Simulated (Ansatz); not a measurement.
ClF3H2NTi (doublet)

Input

```
crystal:
  periodic: [false, false, false]
  atoms:
    - { symbol: Ti, position_ang: [0.044395, 0.000185, -0.450214] }
    - { symbol: F, position_ang: [0.138547, -0.000651, 2.56338] }
    - { symbol: "N", position_ang: [1.875632, -4.1e-05, -0.83478] }
    - { symbol: H, position_ang: [2.453702, -0.836683, -0.983616] }
    - { symbol: H, position_ang: [2.453991, 0.836566, -0.982631] }
    - { symbol: F, position_ang: [-0.780345, 1.55416, -0.55059] }
    - { symbol: F, position_ang: [-0.781138, -1.553251, -0.55236] }
    - { symbol: Cl, position_ang: [-0.301383, -0.000285, 4.12111] }
magnetization:
  spin_polarized: true
  initial_magnetization: 1
basis:
  gaussian: { orbitals: def2-SVP }
hamiltonian:
  xc: pbe
relax:
  f_tol: 0.03
  max_steps: 50
output:
  orbitals: {}
```

Run with:

```sh
ansatz run input.yaml --threads 4 --pin off --max-ram 5120MiB --backend cpu --events-out ev --progress --plain --runs-dir out
```

The fields are those of the run's last geometry, not of the input's.

These are results of UKS PBE/def2-SVP in Ansatz 0.2.0, not measurements.

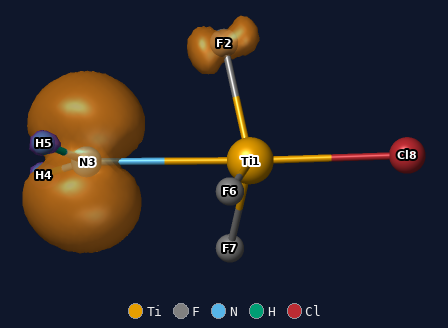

Figure 1. Isosurfaces of the spin density at +0.04 (orange) and −0.04 e/Å³ (purple), seen from one side.

Describe the spin distribution.

Answer. The unpaired spin (1 electron) lies mostly on N3 (about 0.9), in electrons by Hirshfeld's partition.

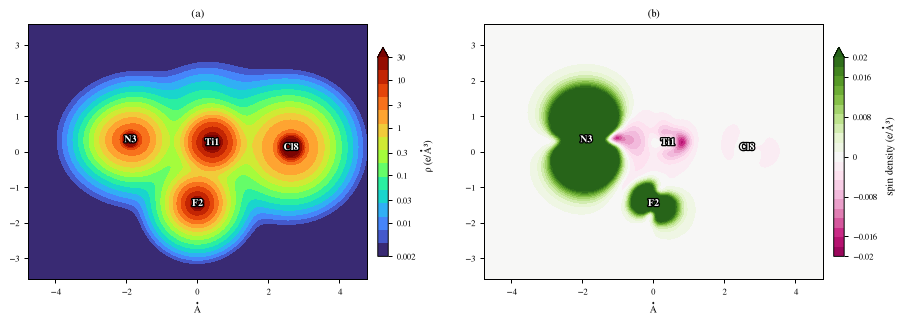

Figure 2. (a) total electron density; (b) spin density (α minus β) on the plane of atoms F2, Ti1 and Cl8.

Describe what can be read from this map.

Answer. The section cuts through Ti, F, N and Cl sites. Ti–F (1.77 Å): the density is about 1 e/Å³ at the midpoint. Ti–Cl (2.22 Å): ρ at the midpoint is about 0.61 e/Å³. Ti–N (2.31 Å): ρ is about 0.33 e/Å³ halfway.

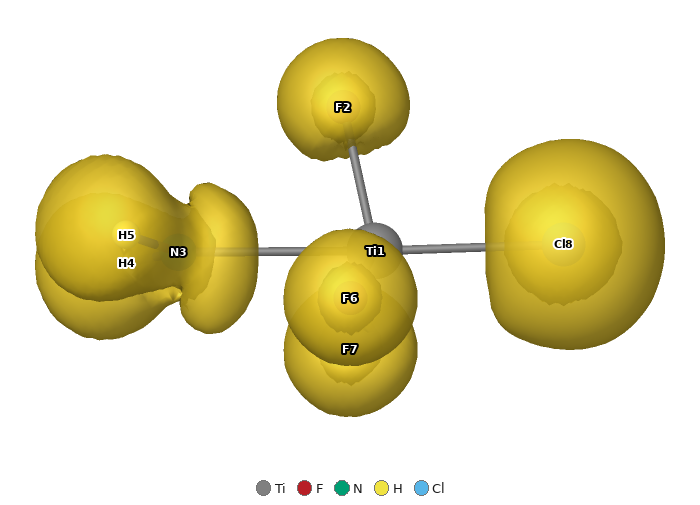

Figure 3. Isosurface of the electron localisation function at 0.75 (yellow), seen from one side. Only the valence region is drawn (cores and ρ < 0.01 e/Å³ removed).

Where are the electrons localised?

Answer. The ELF exceeds this value in one region wrapped around Cl (its valence shell), three regions wrapped around F (the valence shell of each) and one joined region spread over several atoms (H, N), in which their bonds and any lone pairs are merged. Profiles from the grid: Ti–F (1.76 Å): the ELF peaks at about 0.80 in the valence shell of F, 0.5 Å from its nucleus, and drops to about 0.25 between the two atoms. Ti–Cl (2.22 Å): the ELF peaks at about 0.85 in the valence shell of Cl, 0.8 Å from its nucleus, and is about 0.35 at the midpoint.
